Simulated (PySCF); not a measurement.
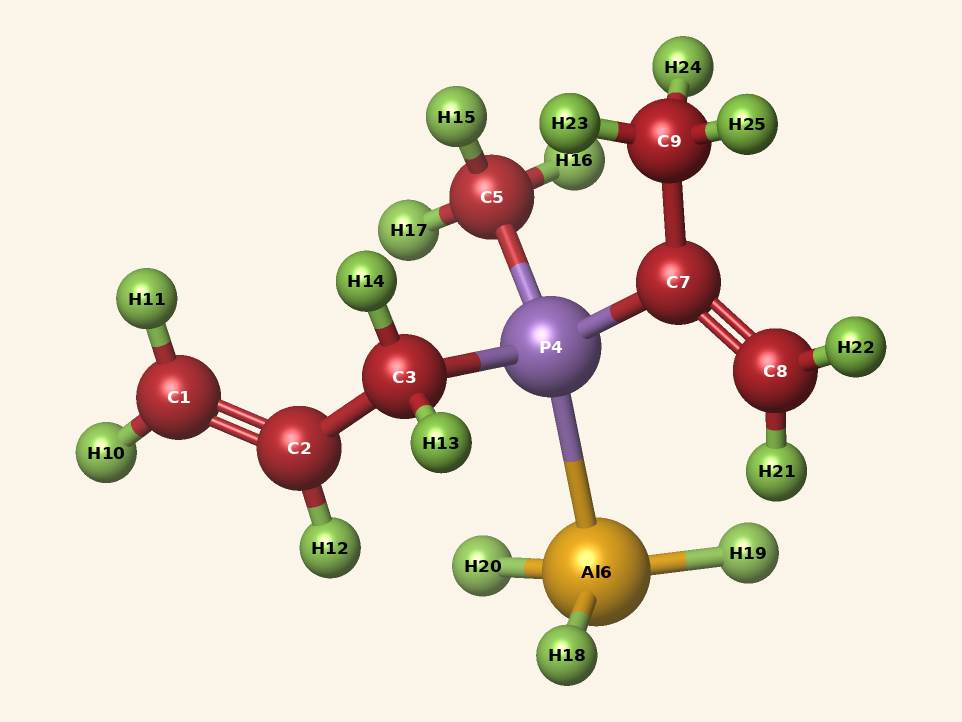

Computed geometry: GFN2-xTB optimisation. No frequency run is at hand to confirm it as a minimum. Electric field gradients from the ground-state density, PBE0/pcSseg-1 (PySCF 2.14.0), non-relativistic apart from any core potentials.

Give the largest field-gradient component, the quadrupole coupling constant and the asymmetry for 27Al at Al6 (Q = 146.6 mb).

| atom | V_zz (a.u.) | e²qQ/h (MHz) | η |
| --- | --- | --- | --- |
| Al6 | 0.886 | 30.5 | 0.07 |

The geometry is semi-empirical. Around Al, P such bond lengths and angles can be off by a tenth of an ångström or more and by several degrees, and values that hang on the shape move with them.
